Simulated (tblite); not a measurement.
## Geometry relaxation, with input and output: C$_{4}$H$_{9}$F$_{3}$GeO (part 2 of 2)

C$_{4}$H$_{9}$F$_{3}$GeO; GFN2-xTB geometry optimisation, gas phase (tblite 0.8.0). 

Geometry of the input (Å):
```
C  -1.6390  1.4509  -0.0000
C  -0.9057  0.1506  0.2514
C  -1.8877  -1.0175  0.3697
O  -0.0134  -0.0725  -0.8222
Ge 1.4613  -0.9417  -0.2170
C  2.7893  0.3656  0.3223
F  3.0973  1.1940  -0.7451
F  3.9439  -0.2844  0.7433
F  2.3007  1.1215  1.3675
H  -0.9259  2.2909  -0.0609
H  -2.2161  1.3954  -0.9559
H  -2.3592  1.6646  0.8319
H  -0.3856  0.2707  1.2505
H  -2.4488  -1.1367  -0.5906
H  -2.6248  -0.8178  1.1894
H  -1.3640  -1.9593  0.5993
H  1.1276  -1.8624  0.9768
H  2.0413  -1.8058  -1.3755
```

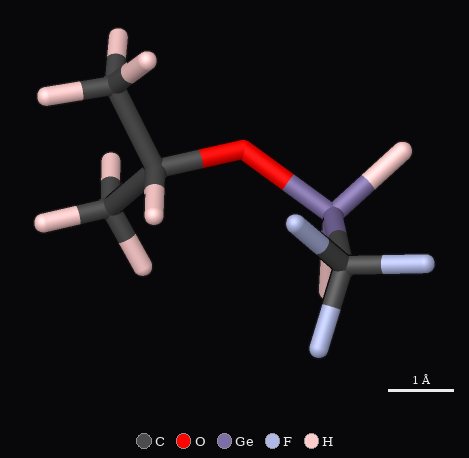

The geometry at step 186 of the log (stick view, seen at a tilt).

Trajectory as extended XYZ, continued:
```
18
Properties=species:S:1:pos:R:3:forces:R:3 step=116 energy=-908.13541
C    -1.4855    1.3948   -0.1817   -0.0020  -0.0050   0.0010
C    -0.9496    0.0765    0.3602    0.0140  -0.0050  -0.0070
C    -2.0618   -0.9388    0.5873    0.0080   0.0040   0.0010
O    -0.0303   -0.4487   -0.6074    0.0070   0.0010   0.0060
Ge    1.5624   -1.0688   -0.4018   -0.0220  -0.0080   0.0080
C     2.6959    0.3967    0.4318   -0.0040   0.0040   0.0000
F     2.8654    1.4367   -0.4032   -0.0020  -0.0060   0.0190
F     3.9229   -0.0058    0.7992   -0.0050   0.0070  -0.0060
F     2.1154    0.8925    1.5457    0.0140  -0.0030  -0.0080
H    -0.6646    2.0906   -0.3387   -0.0070  -0.0020  -0.0020
H    -1.9855    1.2254   -1.1317    0.0090   0.0010  -0.0070
H    -2.1897    1.8291    0.5220    0.0000   0.0030   0.0080
H    -0.4340    0.2625    1.3112   -0.0040   0.0070  -0.0030
H    -2.5822   -1.1305   -0.3475    0.0020  -0.0010   0.0040
H    -2.7669   -0.5587    1.3209   -0.0120   0.0000  -0.0020
H    -1.6431   -1.8755    0.9503    0.0070  -0.0030  -0.0010
H     1.6476   -2.2560    0.5319   -0.0010   0.0020   0.0000
H     1.9748   -1.3158   -1.8136   -0.0010   0.0020  -0.0080
18
Properties=species:S:1:pos:R:3:forces:R:3 step=140 energy=-908.14156
C    -1.5223    1.4034   -0.2623    0.0080  -0.0050  -0.0080
C    -0.9349    0.1277    0.3282   -0.0210  -0.0090   0.0040
C    -2.0083   -0.9113    0.6242   -0.0180  -0.0130   0.0020
O    -0.0186   -0.4114   -0.6333   -0.0290   0.0310   0.0150
Ge    1.5498   -1.0787   -0.4083    0.0140  -0.0130  -0.0510
C     2.6837    0.3431    0.4914    0.0290  -0.0190  -0.0130
F     2.6028    1.5350   -0.1248    0.0000  -0.0200   0.0250
F     3.9891    0.0380    0.5671   -0.0050   0.0140  -0.0080
F     2.2701    0.5387    1.7616   -0.0080   0.0290   0.0280
H    -0.7247    2.1078   -0.4833    0.0230   0.0080   0.0030
H    -2.0444    1.1743   -1.1874   -0.0120  -0.0110  -0.0010
H    -2.2138    1.8626    0.4391    0.0070  -0.0350  -0.0020
H    -0.4081    0.3725    1.2600    0.0090   0.0180  -0.0100
H    -2.5156   -1.1856   -0.2973   -0.0090   0.0110   0.0050
H    -2.7326   -0.5107    1.3285    0.0100  -0.0100  -0.0070
H    -1.5565   -1.8073    1.0482    0.0040   0.0280   0.0020
H     1.5961   -2.2839    0.5026   -0.0040  -0.0040   0.0050
H     1.9793   -1.3080   -1.8193    0.0010   0.0010   0.0100
18
Properties=species:S:1:pos:R:3:forces:R:3 step=163 energy=-908.14691
C    -1.5570    1.3983   -0.3742   -0.0010   0.0010  -0.0060
C    -0.9092    0.1831    0.2756   -0.0080   0.0120   0.0050
C    -1.9395   -0.8586    0.6901    0.0000  -0.0030   0.0030
O    -0.0132   -0.3878   -0.6838    0.0000   0.0060  -0.0040
Ge    1.5396   -1.0903   -0.4413    0.0020   0.0020  -0.0060
C     2.6441    0.2699    0.5883   -0.0060   0.0040  -0.0050
F     2.3022    1.5364    0.2903    0.0070  -0.0090   0.0020
F     3.9674    0.1762    0.3874   -0.0040  -0.0050   0.0060
F     2.4488    0.1290    1.9170    0.0000  -0.0010  -0.0010
H    -0.7872    2.1047   -0.6747   -0.0110   0.0020  -0.0030
H    -2.1142    1.0923   -1.2557    0.0070  -0.0010  -0.0040
H    -2.2306    1.8834    0.3270    0.0060  -0.0100  -0.0040
H    -0.3495    0.5112    1.1623   -0.0090   0.0020   0.0080
H    -2.4770   -1.2113   -0.1863   -0.0020   0.0040  -0.0040
H    -2.6458   -0.4267    1.3935    0.0060  -0.0030   0.0070
H    -1.4444   -1.7080    1.1582    0.0080   0.0010   0.0080
H     1.5392   -2.3419    0.4072   -0.0010  -0.0020  -0.0070
H     2.0175   -1.2537   -1.8458    0.0030   0.0010   0.0050
18
Properties=species:S:1:pos:R:3:forces:R:3 step=186 energy=-908.15050
C    -1.6702    1.3926   -0.4752   -0.0030  -0.0070   0.0010
C    -0.9148    0.2800    0.2391    0.0040   0.0000  -0.0010
C    -1.8501   -0.8148    0.7366    0.0060   0.0060  -0.0020
O     0.0162   -0.2609   -0.7018   -0.0010  -0.0060   0.0080
Ge    1.5110   -1.0722   -0.4330    0.0010   0.0050  -0.0120
C     2.6867    0.1688    0.6685   -0.0060   0.0010   0.0070
F     2.2276    1.4341    0.6851    0.0040  -0.0200   0.0020
F     3.9525    0.2331    0.2259    0.0120  -0.0070   0.0040
F     2.7496   -0.2258    1.9562   -0.0100   0.0070  -0.0030
H    -0.9748    2.1658   -0.7913   -0.0030  -0.0070   0.0000
H    -2.1673    0.9913   -1.3543   -0.0090  -0.0010   0.0020
H    -2.4092    1.8286    0.1909   -0.0020   0.0040  -0.0030
H    -0.3723    0.7082    1.0931   -0.0060   0.0020   0.0060
H    -2.3977   -1.2396   -0.1012    0.0070  -0.0030   0.0050
H    -2.5552   -0.4068    1.4556    0.0060   0.0010  -0.0060
H    -1.2752   -1.6074    1.2155    0.0040   0.0110   0.0000
H     1.4069   -2.3612    0.3514   -0.0030   0.0080   0.0010
H     2.0277   -1.2072   -1.8261    0.0010   0.0060  -0.0080
18
Properties=species:S:1:pos:R:3:forces:R:3 step=209 energy=-908.15888
C    -1.9188    1.2971   -0.6912    0.0830  -0.0810   0.0050
C    -0.8972    0.5205    0.1435   -0.0750   0.0190  -0.0160
C    -1.5498   -0.6247    0.9155    0.0620   0.0120  -0.0340
O     0.0826    0.0381   -0.7760    0.0220  -0.0390   0.0270
Ge    1.4613   -0.9695   -0.5465   -0.0010  -0.0250   0.0160
C     2.6685   -0.1335    0.8711    0.0440   0.0320   0.1700
F     2.1393    0.9800    1.4275    0.0910  -0.2040  -0.1030
F     3.8703    0.2244    0.3815   -0.1410  -0.0610   0.0960
F     2.8996   -0.9877    1.8962   -0.0280   0.1990  -0.2160
H    -1.4427    2.1644   -1.1498   -0.0640  -0.1340   0.0430
H    -2.3015    0.6475   -1.4799    0.0420   0.0960   0.0860
H    -2.7474    1.6298   -0.0708    0.0650  -0.0020   0.0070
H    -0.4012    1.2016    0.8516   -0.1040  -0.0470  -0.0320
H    -2.0886   -1.2826    0.2325    0.1050   0.0410   0.0340
H    -2.2494   -0.2271    1.6452   -0.0050   0.0130   0.0080
H    -0.7848   -1.2057    1.4443   -0.1010   0.1020  -0.0920
H     1.1607   -2.3749   -0.0618   -0.0140   0.0590  -0.0080
H     2.0903   -0.8913   -1.8980    0.0200   0.0190   0.0100
18
Properties=species:S:1:pos:R:3:forces:R:3 step=233 energy=-908.17862
C    -2.0099    1.2115   -0.7393   -0.0100   0.0140  -0.0130
C    -0.8721    0.6408    0.0988   -0.0150  -0.0040  -0.0150
C    -1.3480   -0.5019    0.9847    0.0010   0.0000   0.0010
O     0.1399    0.2185   -0.8159    0.0060   0.0060   0.0200
Ge    1.4383   -0.8975   -0.6314   -0.0150   0.0040  -0.0220
C     2.5794   -0.3081    0.9483   -0.0070  -0.0020  -0.0110
F     2.0280    0.7204    1.6213    0.0010   0.0160   0.0010
F     3.8071    0.0937    0.5831    0.0190   0.0050   0.0030
F     2.7461   -1.2926    1.8508    0.0030  -0.0150   0.0110
H    -1.6396    2.0236   -1.3592   -0.0040  -0.0010   0.0130
H    -2.4135    0.4402   -1.3906    0.0050  -0.0190   0.0140
H    -2.8004    1.5850   -0.0948    0.0060   0.0160   0.0050
H    -0.4517    1.4354    0.7301   -0.0010  -0.0190  -0.0130
H    -1.7459   -1.3079    0.3708   -0.0070   0.0010  -0.0210
H    -2.1224   -0.1533    1.6631    0.0100   0.0000  -0.0090
H    -0.5133   -0.8868    1.5735    0.0040   0.0050   0.0200
H     0.9985   -2.3133   -0.3412   -0.0010  -0.0120   0.0090
H     2.1708   -0.7013   -1.9172    0.0050   0.0070   0.0070
18
Properties=species:S:1:pos:R:3:forces:R:3 step=256 energy=-908.17994
C    -2.0080    1.2218   -0.7280    0.0010  -0.0010   0.0040
C    -0.8786    0.6269    0.1044    0.0060  -0.0020  -0.0020
C    -1.3679   -0.5242    0.9715    0.0020  -0.0040   0.0020
O     0.1329    0.2060   -0.8109    0.0030   0.0030  -0.0040
Ge    1.4424   -0.8960   -0.6270   -0.0030  -0.0040   0.0050
C     2.5940   -0.2889    0.9392   -0.0050  -0.0040  -0.0010
F     2.0652    0.7676    1.5867   -0.0010   0.0050   0.0000
F     3.8326    0.0758    0.5709    0.0050  -0.0040   0.0000
F     2.7345   -1.2579    1.8640    0.0000   0.0040   0.0070
H    -1.6156    2.0033   -1.3725   -0.0020  -0.0030  -0.0030
H    -2.4546    0.4501   -1.3500    0.0030   0.0010  -0.0050
H    -2.7690    1.6454   -0.0794   -0.0030   0.0010   0.0090
H    -0.4508    1.4074    0.7471   -0.0060   0.0020   0.0030
H    -1.7448   -1.3273    0.3404   -0.0050   0.0020  -0.0050
H    -2.1615   -0.1849    1.6312   -0.0030   0.0020   0.0030
H    -0.5464   -0.9077    1.5799    0.0030   0.0020   0.0010
H     1.0209   -2.3143   -0.3162    0.0020   0.0040  -0.0060
H     2.1661   -0.6968   -1.9164    0.0030  -0.0040  -0.0090
```

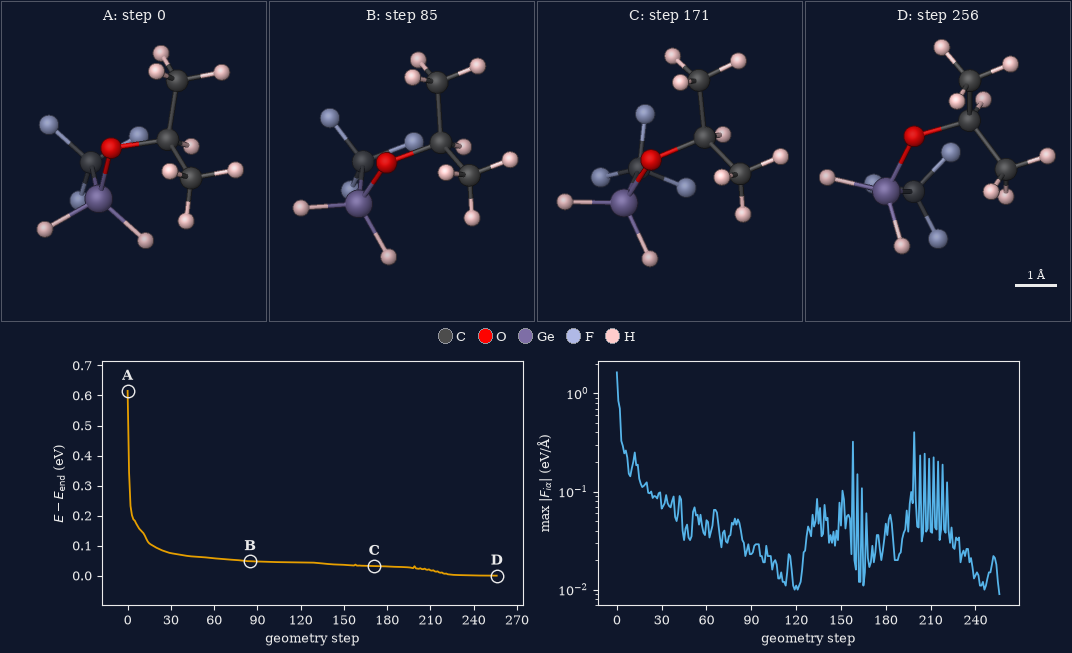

Frames of the relaxation (ball-and-stick view, seen at an oblique angle) above the curves, on which the letters mark them (steps are counted from 0).

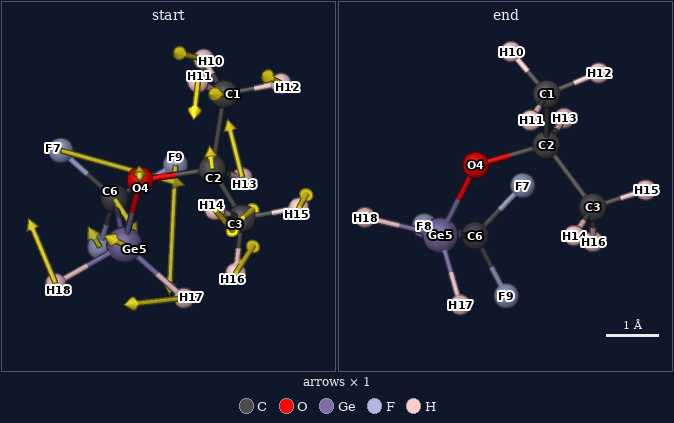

Before (left) and after (right) the relaxation, at one scale (ball-and-stick view, seen at an oblique angle). The yellow arrows give the displacements, at true length. Over 256 geometry steps the energy falls by 0.615 eV. Largest force component: 1.6 eV/Å at the start, 0.009 eV/Å at the end. F9 moves most after the best rigid fit: 2.53 Å. Largest moves by element: F 2.53 Å, H 1.64 Å, C 0.97 Å, Ge 0.53 Å, O 0.34 Å. Among the contacts that change: Ge5–C6 1.940 → 2.037 Å, O4–Ge5 1.816 → 1.721 Å, Ge5–H18 1.557 → 1.492 Å, C6–F8 1.390 → 1.343 Å. Among the angles that change: C2–O4–Ge5 109.6° → 131.2°, O4–Ge5–H18 108.7° → 101.0°, H17–Ge5–H18 109.0° → 116.0°. (Atoms are counted from 1 in the order of the input.)

Key numbers:

| quantity | value |
| --- | --- |
| outcome | converged |
| total energy | −908.1799 eV |
| hardware | 1 CPU thread, shared host |
| wall time | 2 s |
| peak memory | 0.18 GiB |
